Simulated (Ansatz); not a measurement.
## Electronic structure of CH4ClGaO···H2 in real space

Input file:

```
crystal:
  periodic: [false, false, false]
  atoms:
    - { symbol: Ga, position_ang: [-0.582824, -0.331246, -0.165501] }
    - { symbol: H, position_ang: [0.673841, 2.004155, -1.159187] }
    - { symbol: C, position_ang: [0.231739, -0.364511, 1.611635] }
    - { symbol: Cl, position_ang: [-2.641773, 0.224326, -0.59099] }
    - { symbol: H, position_ang: [0.794965, 1.372271, -1.445741] }
    - { symbol: O, position_ang: [0.415737, -0.865047, -1.621781] }
    - { symbol: H, position_ang: [1.292577, -0.088721, 1.523218] }
    - { symbol: H, position_ang: [-0.274632, 0.329945, 2.296191] }
    - { symbol: H, position_ang: [0.160248, -1.388119, 2.011892] }
    - { symbol: H, position_ang: [-0.069878, -0.892954, -2.459738] }
basis:
  gaussian: { orbitals: def2-SVP }
hamiltonian:
  xc: b3lyp
relax:
  f_tol: 0.03
  max_steps: 50
output:
  orbitals: {}
```

Command:

```sh
ansatz run input.yaml --threads 2 --pin off --max-ram 3072MiB --backend cpu --events-out ev --progress --plain --runs-dir out
```

The fields are those of the run's last geometry, not of the input's.

Theory: RKS B3LYP/def2-SVP (Ansatz).

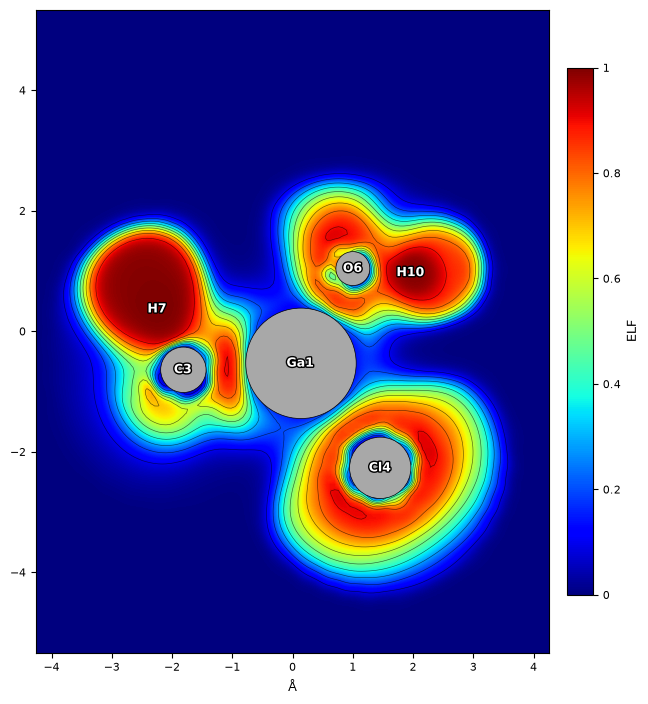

Figure 1. ELF on the plane of atoms C3, Ga1 and Cl4. Grey discs cover the atomic cores.

Question: Interpret the plot.

Answer: The section cuts through Ga, C, Cl, O and H sites. Ga–O (1.79 Å): the ELF peaks at about 0.85 in the valence shell of O, 0.6 Å from its nucleus, and is about 0.25 at the midpoint. C–Ga (1.95 Å): the ELF peaks at about 0.90 in the valence shell of C, 0.7 Å from its nucleus, and is about 0.60 at the midpoint. Ga–Cl (2.18 Å): the ELF peaks at about 0.85 in the valence shell of Cl, 0.9 Å from its nucleus, and is about 0.55 at the midpoint. O–H (0.97 Å): the ELF climbs to about 1 towards the hydrogen, as it does in any bond to H (an ordinary covalent bond to hydrogen). C–H (1.10 Å): the ELF climbs to about 1 towards the hydrogen; an ordinary covalent bond to hydrogen. The ELF also peaks beside Cl4 and O6, away from the bonds: lone-pair regions.

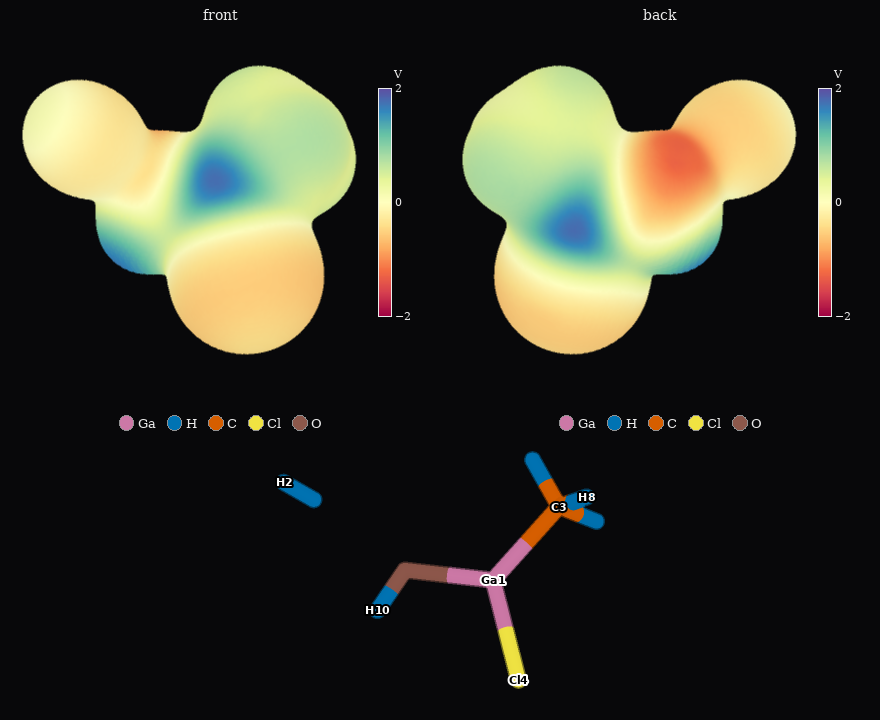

Figure 2. The electrostatic potential painted on the density surface at 0.001 e/bohr³, seen from the front and from behind; red is negative and blue positive. The bare structure is drawn below in the same view.

Question: Describe the electrostatic potential map.

Answer: The most negative region (about −1.2 V, or −28 kcal/mol for a unit charge) lies over O6, the most positive (about +1.7 V, or +39 kcal/mol for a unit charge) over Ga1. O6 is the likeliest acceptor of a hydrogen bond.

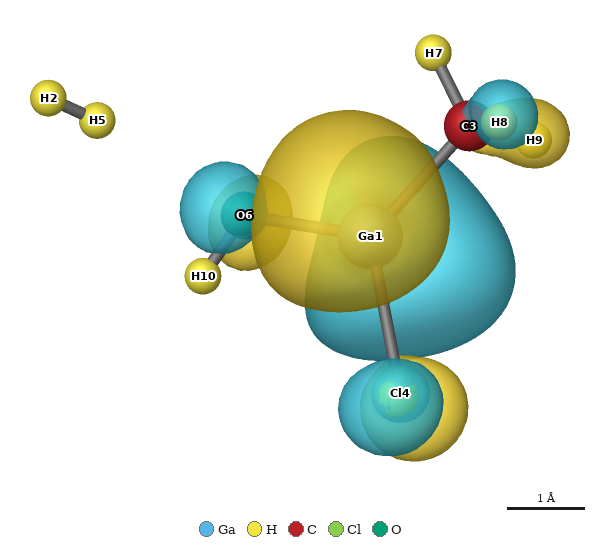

Figure 3. The LUMO at ±0.1 Å⁻³ᐟ² (yellow and cyan are the two phases), seen across its widest extent.

Question: Where does this orbital lie, and at what energy?

Answer: Its weight (Hirshfeld) is mainly on Ga1 (about 70 %), Cl4 (about 10 %), O6 (about 10 %) and C3 (about 5 %). Its energy is −0.79 eV.

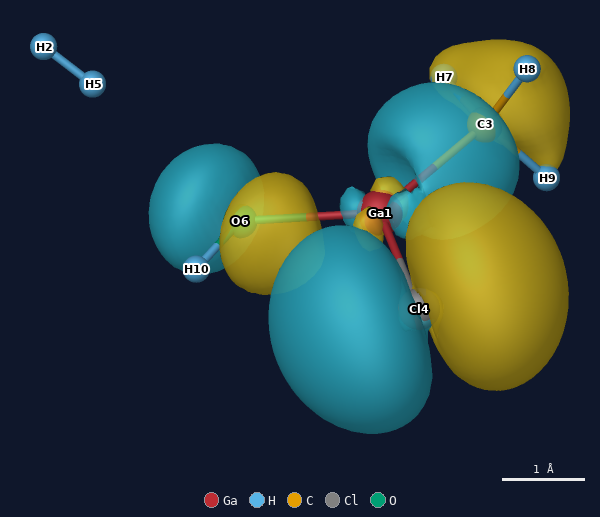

Figure 4. The HOMO at ±0.08 Å⁻³ᐟ² (yellow and cyan are the two phases), seen at an oblique angle.

Question: Describe this orbital and give its energy.

Answer: Its weight (Hirshfeld) is mainly on Cl4 (about 70 %), O6 (about 10 %), C3 (about 10 %) and Ga1 (about 10 %); largely a lone pair of Cl4. Its energy is −8.20 eV.
